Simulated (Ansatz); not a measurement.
## Electronic structure of FGeH₄P···HF in real space

```xyz
9

Ge   -0.4746   -0.2168   -0.2242
F     0.0710    1.2056    2.3242
H     0.7980   -0.8739    0.3190
H    -0.3251    1.2527   -0.6305
F    -0.8695   -1.0801   -1.6953
P    -2.2358   -0.4833    1.2622
H    -3.2649   -0.2019    0.3195
H    -2.3117   -1.8998    1.1418
H    -0.7758    0.8793    2.5360
```

Method: RKS PBE0-D4/def2-SVP (Ansatz 0.2.0).

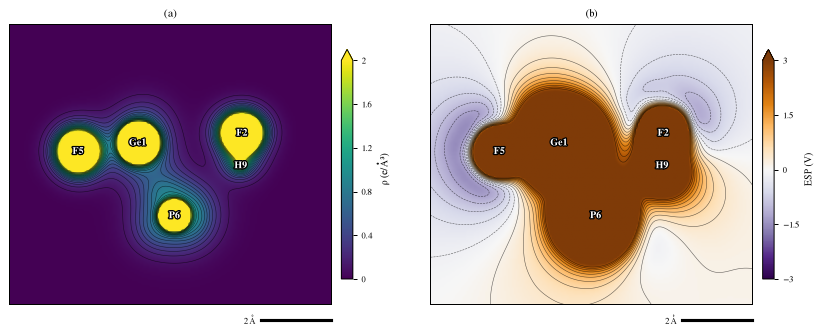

Figure 1. (a) electron density; (b) molecular electrostatic potential on the plane of atoms F5, Ge1 and P6.

**Read the bonding off the picture.**

- Atoms in the plane: Ge, F, P and H.
- P6···H9 (2.37 Å): the density falls to about 0.14 e/Å³ on the way.
- Ge–F (1.75 Å): ρ at the midpoint is about 0.89 e/Å³.
- Ge–P (2.32 Å): the density is about 0.67 e/Å³ at the midpoint.
- F–H (0.93 Å): ρ at the midpoint is about 4.6 e/Å³.
- Outside the dense part of the complex the potential is most negative (−1.5 V) near F5.

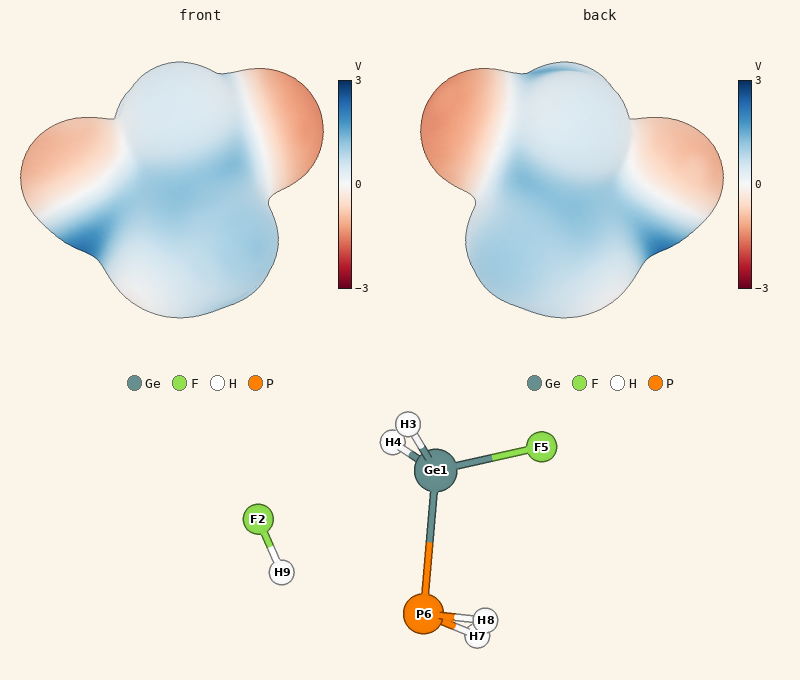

Figure 2. The molecular electrostatic potential painted on the density surface at 0.002 e/bohr³, seen from the front and from behind; the colour scale runs from red (negative) to blue (positive). The bare structure is drawn below in the same view.

**Which sites attract a positive test charge, and which a negative one?**

A positive charge is drawn to the negative regions and a negative charge to the positive ones. The most negative region (about −1.4 V) lies over F5, the most positive (about +2.1 V) over H9.

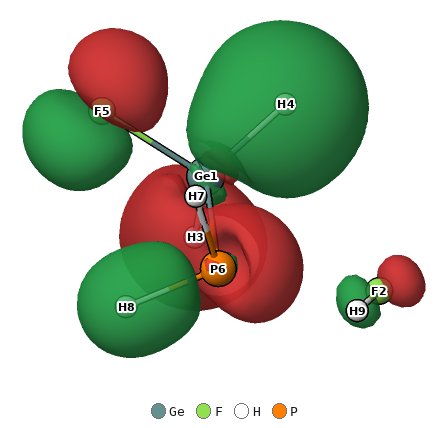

Figure 3. The HOMO−1 at ±0.08 Å⁻³ᐟ² (green and red are the two phases), seen at an oblique angle.

**Where does this orbital lie, and at what energy?**

By Hirshfeld shares it lies mainly on Ge1 (about 25 %), F5 (about 25 %), H3 (about 20 %), H4 (about 20 %) and P6 (about 10 %). Its energy is −9.55 eV.
